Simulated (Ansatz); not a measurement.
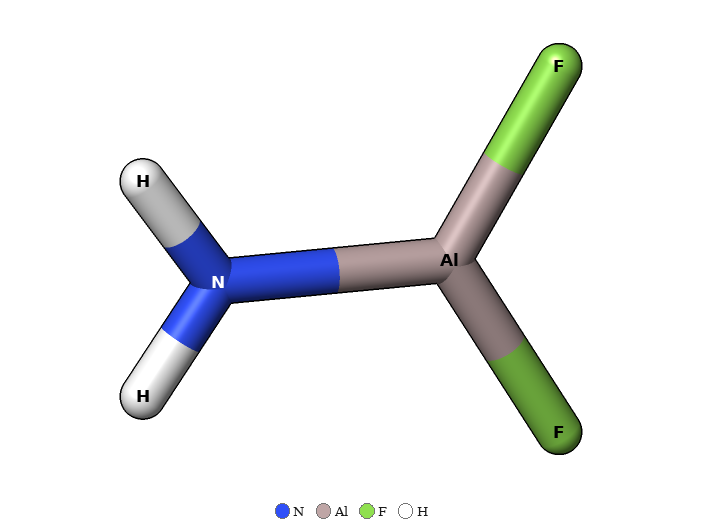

The structure as it stands in the input.

The calculation was set up as follows.

```yaml
crystal:
  periodic: [false, false, false]
  atoms:
    - {symbol: N, position_ang: [-0.352488, 0.868969, -0.156860]}
    - {symbol: Al, position_ang: [0.299535, -0.727036, 0.113501]}
    - {symbol: F, position_ang: [1.455804, -0.977417, 1.249152]}
    - {symbol: F, position_ang: [-0.230002, -2.007883, -0.763061]}
    - {symbol: H, position_ang: [-0.069648, 1.692031, 0.347645]}
    - {symbol: H, position_ang: [-1.061201, 1.087235, -0.836576]}
basis:
  gaussian: {orbitals: aug-pcseg-2}
total_charge: -1
magnetization: {spin_polarized: true, initial_magnetization: 1}
hamiltonian: {xc: {name: CAM-B3LYP}, dispersion: d4}
```

It was started with:

```sh
ansatz run in.yaml --threads 4 --pin off --events-out ev --progress --plain --max-ram 10444MiB
```

What the program printed:

```
Functional definition: CAM-B3LYP
  name "CAM-B3LYP"
  cite "Yanai, Tew & Handy, Chem. Phys. Lett. 393, 51 (2004) doi:10.1016/j.cplett.2004.06.011"
  cite "Iikura, Tsuneda, Yanai & Hirao, J. Chem. Phys. 115, 3540 (2001) doi:10.1063/1.1383587"
  cite "Becke, Phys. Rev. A 38, 3098 (1988) doi:10.1103/PhysRevA.38.3098"
  cite "Lee, Yang & Parr, Phys. Rev. B 37, 785 (1988) doi:10.1103/PhysRevB.37.785"
  cite "Vosko, Wilk & Nusair, Can. J. Phys. 58, 1200 (1980) doi:10.1139/p80-159"
  parameter alpha = 0.19
  parameter beta = 0.46
  parameter omega = 0.33/bohr
  parameter ac = 0.81
  # Exact exchange under (alpha + beta erf(omega r))/r, Becke's under what is left of 1/r.
  exchange = (1 - alpha - beta)*b88_x + beta*b88_x_sr(omega) + alpha*exact_x + beta*exact_x_lr(omega)
  correlation = (1 - ac)*vwn5_c + ac*lyp_c
1028 factors; their error is unknown
443 factors; integrals over basis functions are off by at most 2.4e-5 eV
mean field evaluation 1: about -13556.2020 eV, gradient 3.3e1 eV
mean field evaluation 2: about -13552.1581 eV, gradient 4.4e1 eV
mean field evaluation 4: about -13560.6444 eV, gradient 2.3e0 eV
mean field evaluation 8: about -13560.6713 eV, gradient 5.7e-2 eV
mean field evaluation 16: about -13560.6947 eV, gradient 1.4e-3 eV
mean field evaluation 32: about -13560.3929 eV, gradient 2.0e0 eV
mean field -13560.69470271 eV, -498.3463385556 hartree, gradient 2.0e-5 eV, S^2 0.750450; 6 other end points of the search recorded, 0 dependent functions left out
reference -13560.69479006 eV, -498.3463417656 hartree; 21, 20 occupied and 213, 214 virtual orbitals, 1028 factors
Total energy: -13560.78031999 eV, -498.3494849326 hartree
```

The calculation finished and met its thresholds.
